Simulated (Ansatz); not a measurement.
```
Tl As F
1.0
     3.67770    0.00000    0.00000
     0.00000    3.67770    0.00000
     0.00000    0.00000    6.59835
Tl As F
1 1 4
Direct
  0.00000 0.00000 0.00000
  0.50000 0.50000 0.50000
  0.50000 0.00000 0.68454
  0.00000 0.50000 0.31546
  0.50000 0.00000 0.31546
  0.00000 0.50000 0.68454
```

Space group P4/mmm; a structure from a database of computed crystals, not necessarily the ambient phase; started from the NaHoF4-123 prototype, which need not be the ambient phase.

Level of theory: DFT, PBEsol, plane waves, PAW in Ansatz.

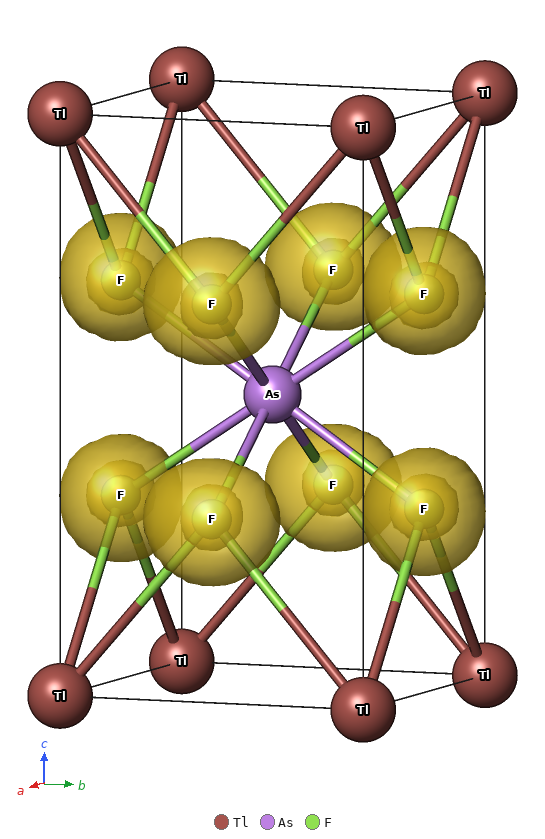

TlAsF₄. Isosurface of the electron localisation function at 0.75 (yellow), seen slightly off an axis. Only the valence region is drawn (cores and ρ < 0.01 e/Å³ removed). Sticks mark near contacts.

In a PAW calculation such maps are meaningful between the atoms, not at the nuclei.

### What do the ELF domains correspond to?

The surface consists of four regions wrapped around F (the valence shell of each), counted in one cell of 6 atoms. Regions shared between cells count once. Profiles from the grid: As–F (2.21 Å): the ELF peaks at about 0.80 in the valence shell of F, 0.6 Å from its nucleus, and drops to about 0.25 between the two atoms; no shared electron pair shows on this line. Tl–F (2.78 Å): the ELF is about 0.10 at the midpoint; no shared electron pair shows on this line.
